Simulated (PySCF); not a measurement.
Borohydride, SMILES [BH4-] (charge -1) at its PBE0/def2-SVP optimised geometry (Å):

```
5

B     -0.4174    -0.2951     0.0000
H     -0.8348     0.8854     0.0000
H     -0.8348    -0.8854     1.0224
H      0.8348    -0.2951     0.0000
H     -0.8348    -0.8854    -1.0224
```

Calculation: PBE0/def2-TZVPD (PySCF). Cells within 0.4 Å of a nucleus heavier than hydrogen are left out (blank, or x).

Map of the log10 of the electron density (e/bohr³), floored at −4 on the plane z = 0.0 Å:

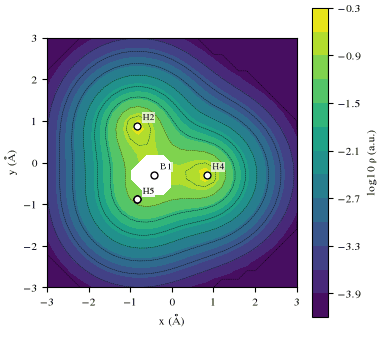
Figure: Log10 of the electron density (e/bohr³), floored at −4 on the plane z = 0.0 Å.
